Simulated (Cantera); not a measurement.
A closed system holds: 1 mol Si, 0.0043 mol H₂O, 280 mol N₂, 0.013 mol O₂, held at 2.93 Torr.

Method: chemical equilibrium by Gibbs-energy minimisation in Cantera with the NASA 1993 tables (ideal gas, pure condensed phases). Candidate condensed phases: H₂O, Si, SiO₂, Si₂N₂O, Si₃N₄; 35 gas species. N₂ is the only nitrogen source here; it is nearly inert below about 1500 K, so the nitride shown seldom forms there in practice. Mutual solubility and eutectic melting of coexisting phases are not modelled. The tables' values for SiN are old estimates; treat these amounts as uncertain. Kinetics and transport are ignored.

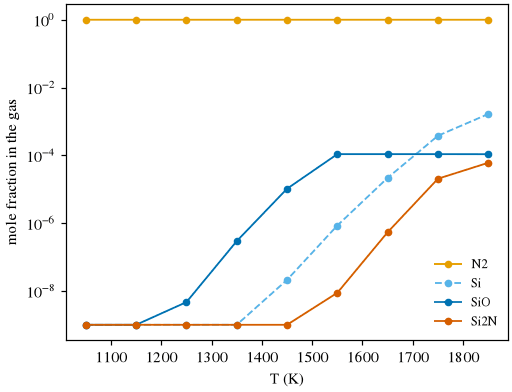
Figure: Equilibrium gas composition (values under 1e-9 drawn at 1e-9)

From 1050 K to 1450 K the condensed part is Si₂N₂O(s) + Si₃N₄(s). From 1550 K to 1750 K the condensed part is Si₃N₄(s). At 1850 K the condensed part is Si(l).
